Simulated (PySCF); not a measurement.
C$_{5}$H$_{11}$ClSi

The calculation's input:

```
{"job": {"kind": "uv", "xc": "PBE0", "basis": "def2-SVPD", "nstates": 8, "ntriplets": 3}, "charge": 0, "multiplicity": 1}
Si     2.384724    -0.198481    -0.551861
C      0.678056     0.160777     0.204064
C     -0.138179    -1.086018     0.556357
C     -1.597857    -0.604327     0.643872
C     -1.627256     0.775673    -0.025093
Cl    -1.803737     2.066422     1.210562
C     -0.276899     0.915656    -0.718590
H      2.200967    -0.988810    -1.772057
H      3.042196     1.066785    -0.877895
H      3.183635    -0.953777     0.413196
H      0.795880     0.759031     1.113636
H     -0.042867    -1.829987    -0.237071
H      0.196291    -1.543607     1.485812
H     -1.928915    -0.532648     1.679004
H     -2.271785    -1.287842     0.126804
H     -2.475315     0.910041    -0.697475
H     -0.333025     0.421988    -1.691713
H      0.005329     1.955440    -0.873209
```

Command:

```sh
OMP_NUM_THREADS=1 python probes_run.py task.json out
```

Geometry: GFN2-xTB.

Level of theory: PBE0/def2-SVPD, SCF density, gas phase (PySCF 2.14.0).

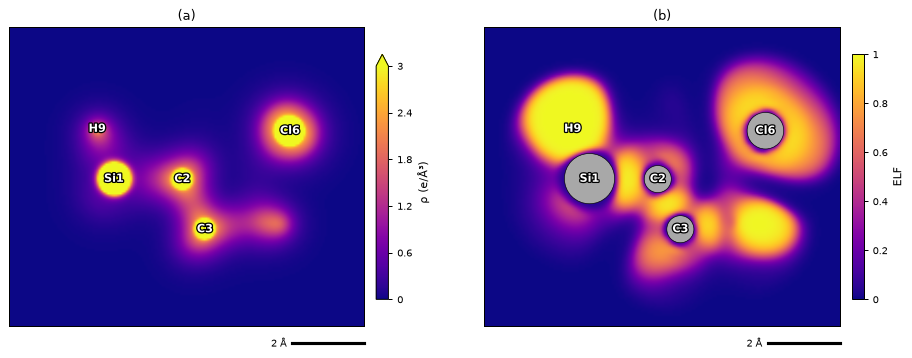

Figure 1. (a) total electron density; (b) ELF on the plane of atoms C2, Si1 and H9. Grey discs cover the atomic cores in the ELF map.

### What does the map show?

The section cuts through Si, C, Cl and H sites.
C–C (1.53 Å): ρ is about 1.6 e/Å³ halfway; the ELF peaks at about 0.95 between the atoms; a covalent bond.
C–Si (1.90 Å): ρ is about 0.93 e/Å³ halfway; the ELF peaks at about 0.95 between the atoms; a covalent bond.
Si–H (1.46 Å): ρ at the midpoint is about 0.79 e/Å³; the ELF climbs to about 1 towards the hydrogen, as it does in any bond to H.
The ELF also peaks beside Cl6, away from the bonds: lone-pair regions.

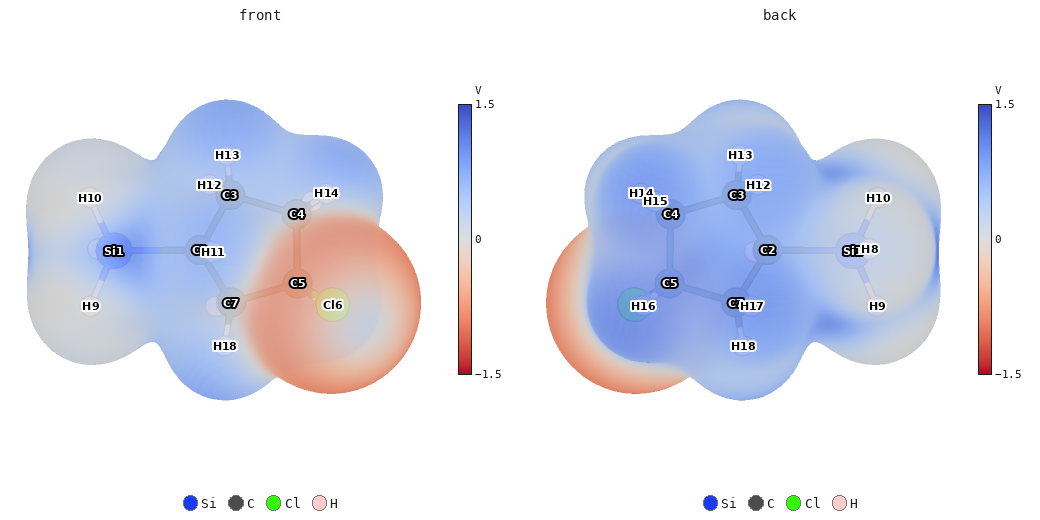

Figure 2. The molecular electrostatic potential painted on the density surface at 0.002 e/bohr³, seen from the front and from behind; red is negative and blue positive.

### Where is the surface potential most negative and most positive?

The most negative region (about −0.8 V) lies over Cl6, the most positive (about +1.0 V) over Si1 and H16.

### What dipole moment does the calculation give?

Its dipole moment is 1.88 D.
